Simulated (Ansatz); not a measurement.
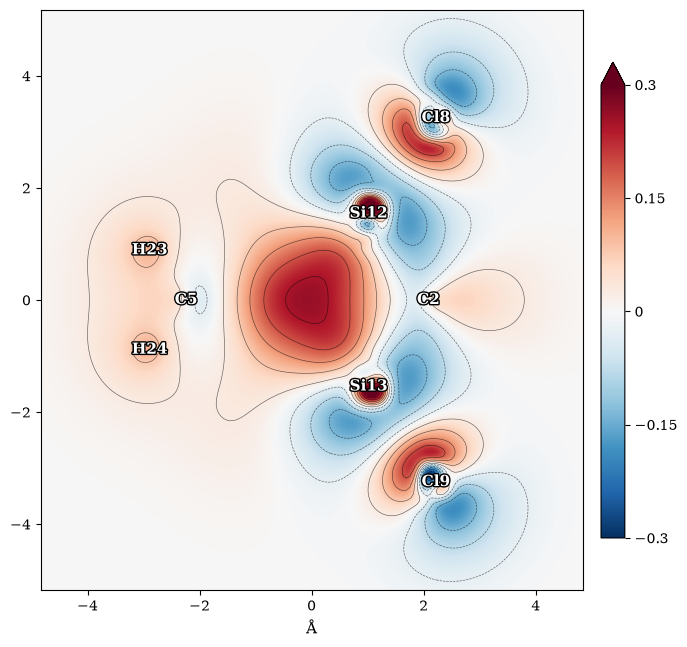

The picture shows: C$_{6}$H$_{12}$Cl$_{4}$Si$_{4}$. The LUMO on the plane of atoms Si12, C2 and Si13 (values in Å⁻³ᐟ²; the overall sign is arbitrary).

Geometry: r2SCAN-D4/def2-SVP.

These are results of Ansatz, isolated molecule in a Gaussian basis; Kohn-Sham density functional theory, functional PBE0, not measurements.

```xyz
26

C    -1.2052    1.7024   -0.5675
C     1.2531    0.3091   -1.7341
C    -1.2846   -1.2957   -1.1592
C     1.2052   -1.7024    0.5674
C    -1.2531   -0.3091    1.7341
C     1.2845    1.2958    1.1592
Cl   -3.9767    0.1037    0.0080
Cl    1.4157    3.5139   -1.2137
Cl    1.2470   -2.8571   -2.4712
Cl    1.3140   -0.7605    3.6770
Si   -1.8902    0.0493    0.0038
Si    0.6729    1.6702   -0.5769
Si    0.5927   -1.3580   -1.1746
Si    0.6246   -0.3615    1.7477
H    -1.5813    1.9343   -1.5803
H    -1.5630    2.5073    0.0997
H     0.9119    0.5213   -2.7634
H     2.3575    0.2851   -1.7607
H    -1.6618   -1.1063   -2.1803
H    -1.6896   -2.2743   -0.8440
H     2.3089   -1.7549    0.5733
H     0.8354   -2.6867    0.9071
H    -1.6116    0.4672    2.4339
H    -1.6576   -1.2737    2.0902
H     0.9618    2.0948    1.8509
H     2.3893    1.2859    1.1735
```

**Where does this orbital lie, and at what energy?**

It lies mainly on Si13 (about 10 %), Si14 (about 10 %), Si11 (about 10 %), Si12 (about 10 %), Cl7 (about 5 %), Cl8 (about 5 %), Cl10 (about 5 %) and Cl9 (about 5 %). Its energy is −0.91 eV.
